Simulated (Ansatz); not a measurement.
```xyz
9

B    -0.8255   -0.3734    0.1324
O    -0.7981    0.5724   -1.0906
H    -0.8378   -1.5389   -0.1538
H    -1.5710    0.0241    0.9801
H     0.2730    0.5043   -0.3514
P     1.0393   -0.1406    1.0474
H    -0.6366    0.0628   -1.8909
H     1.2891    1.2424    1.2344
H     2.0676   -0.3532    0.0926
```

A transition-state structure; geometry: PBE0-D4/def2-TZVP.

Theory: RKS PBE0-D4/def2-TZVPP (Ansatz 0.2.0).

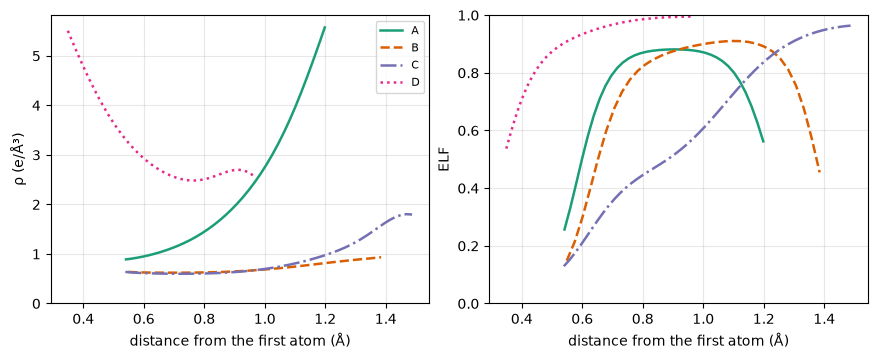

BH5OP···H. Electron density and ELF along straight lines between neighbouring atoms. The curves leave out the atomic cores.

Q: Which curve belongs to which contact (B–H, B–O, B–P and O–H)? The first atom named is at distance zero.

A: Curve A: B–O (1.55 Å): ρ at the midpoint is about 1.3 e/Å³; the ELF peaks at about 0.90 between the atoms; a polar covalent bond. Curve B: B–P (2.09 Å): the density is about 0.71 e/Å³ at the midpoint, with its minimum of 0.62 e/Å³ about 0.7 Å from B; the ELF peaks at about 0.90 between the atoms: a covalent bond. Curve C: B1···H5 (1.49 Å): the density falls to about 0.6 e/Å³ on the way; the ELF climbs to about 0.95 towards the hydrogen, as it does in any bond to H. Curve D: O–H (0.96 Å): ρ at the midpoint is about 3.8 e/Å³; the ELF climbs to about 1 towards the hydrogen; a covalent bond by its length.
